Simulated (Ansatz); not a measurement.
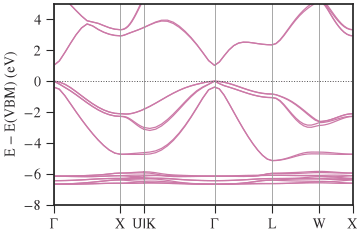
Figure. Band structure from plane-wave PAW PBE with spin–orbit coupling (Ansatz code)

Read off the gap and where the band edges lie.

About 1.0 eV (1.02 eV by a search for the band edges); maximum at Γ, minimum at Γ.

The material is ZnSe (zinc blende, space group No. 216).

Space group F-43m (zinc blende). The cell was relaxed with PBE under the symmetry of its start.

Potentials: the earlier of the program's two PAW sets.
